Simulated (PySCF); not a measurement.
# HF/STO-3G run of As2 (SMILES [As]#[As])

What is the vertical electron affinity of As2 at HF/STO-3G? 

The calculation is run with PySCF 2.14.0.

5 further runs of the same task are left out: 5 set aside as unsound or not needed. Runs told in other sessions of the task aren't counted.

### Step 1. The structure to begin with

As2: 2 atoms, total charge 0, spin state singlet. SMILES: `[As]#[As]`. Geometry: a GFN2-xTB relaxation, a rough one for these elements and not checked as a minimum.

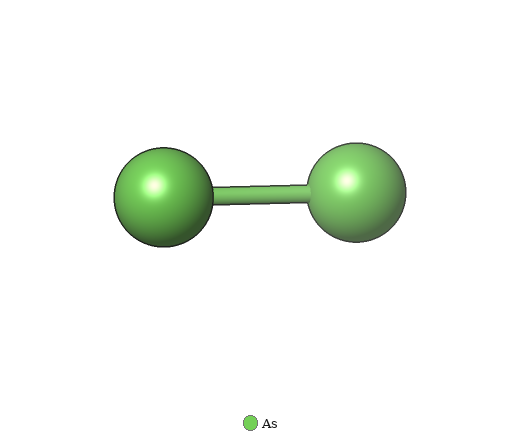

Viewed from a chosen angle; arsenic green.

### Step 2. A single-point energy at HF/STO-3G

geometry.xyz

```xyz
2
As2
As     0.000000     0.000000     0.000000
As     0.000000     0.000000     2.093970
```

calc.py

```python
# As2
from pyscf import gto, scf

mol = gto.M(
    atom='geometry.xyz',
    max_memory=1860,
    basis='sto-3g',
    verbose=3,
    spin=0,
)

myscf = scf.RHF(mol)
myscf.conv_tol = 1e-10
myscf.kernel()
if not myscf.converged:
    myscf = myscf.newton().run(myscf.mo_coeff, myscf.mo_occ)

etot = myscf.e_tot
print(f'total energy: {etot:.8f} hartree')
```

Run with:

```bash
$ OMP_NUM_THREADS=1 python calc.py
```

The program printed:

```text
converged SCF energy = -4418.55078133864
total energy: -4418.55078134 hartree
```

It took 0.61 s on 1 thread of Arm Neoverse V2, shared host; peak memory 0.1 GiB.

### Step 3. The doublet anion

run.py

```python
from pyscf import gto

mol = gto.Mole()
mol.atom = '''
As     0.000000     0.000000     0.000000
As     0.000000     0.000000     3.957030
'''
mol.verbose = 3
mol.charge = -1
mol.max_memory = 1860
mol.spin = 1
mol.basis = 'sto-3g'
mol.unit = 'bohr'
mol.build()

mf = mol.UHF()
mf.conv_tol = 1e-10
mf.kernel()
if not mf.converged:
    mf = mf.newton().run(mf.mo_coeff, mf.mo_occ)

energy = mf.e_tot
print('E = %.10f Eh' % energy)
```

Run with:

```bash
$ OMP_NUM_THREADS=1 python run.py
```

The program printed:

```text
converged SCF energy = -4418.38769077845  <S^2> = 0.75111676  2S+1 = 2.0011164
E = -4418.3876907785 Eh
```

Wall time 0.72 s (1 thread of Arm Neoverse V2, shared host); peak memory 0.12 GiB.

### Step 4. Summary of results

Level: HF/STO-3G.

```
                                         quantity           value
                        singlet As2: total energy  -4418.55078 Eh
                       singlet As2: dipole moment          0.00 D
                         singlet As2: HOMO energy        -6.17 eV
                         singlet As2: LUMO energy         4.46 eV
                       singlet As2: HOMO–LUMO gap        10.63 eV
                      doublet anion: total energy  -4418.38769 Eh
doublet anion: HOMO energy (highest over α and β)         4.42 eV
 doublet anion: LUMO energy (lowest over α and β)        12.38 eV
                              doublet anion: ⟨S²⟩           0.751
vertical electron affinity (to the doublet anion)       -4.438 eV
```

The anion lies 4.44 eV (428 kJ/mol) above the neutral: the electron isn't bound at this level, and such a value depends on the basis. Without diffuse functions anions come out too high. Hartree–Fock misses the correlation that binds many anions. In a minimal basis such a difference can be off by several eV, whatever the method. The HOMO (doublet anion) lies at positive energy, 4.42 eV: the electron is unbound at this level or held by a compact basis; values depend on the basis.
